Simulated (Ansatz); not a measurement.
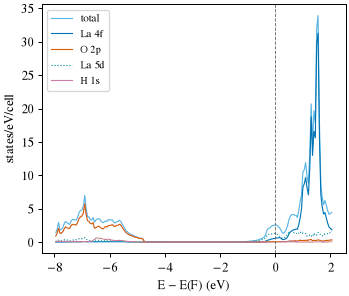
Total and projected density of states of LaAlHO$_{2}$ in space group P4/mmm (No. 123; La on 1d, Al on 1a, O on 2f, H on 1b), r²SCAN in the plane-wave PAW code Ansatz

**Question.** Which orbitals carry the states next to the Fermi level?

**Answer.** Within 0.5 eV of the Fermi level: La 5d 49 %, La 4f 24 %, Al 3p 6 %. Projections are on Löwdin-orthogonalised atomic valence shells; empty p or d shells of many metals are not among them.

**Question.** Where is the tallest occupied peak in this window, and what makes it?

**Answer.** Near -6.9 eV, about 7.0 states/eV per cell; the largest projected share is O 2p.

The start of the workflow was typed in or built on a structure type; neither database checked (COD, Materials Project) lists it. Its standing as an ambient phase is unchecked. The r²SCAN relaxation kept the symmetry of its start; whether a distortion lowers the energy is not shown. With an odd number of electrons in the cell and no spin polarisation, the count alone makes it a metal. Spin–orbit coupling is left out wherever it is not named.

Potentials: the earlier of the program's two PAW sets.
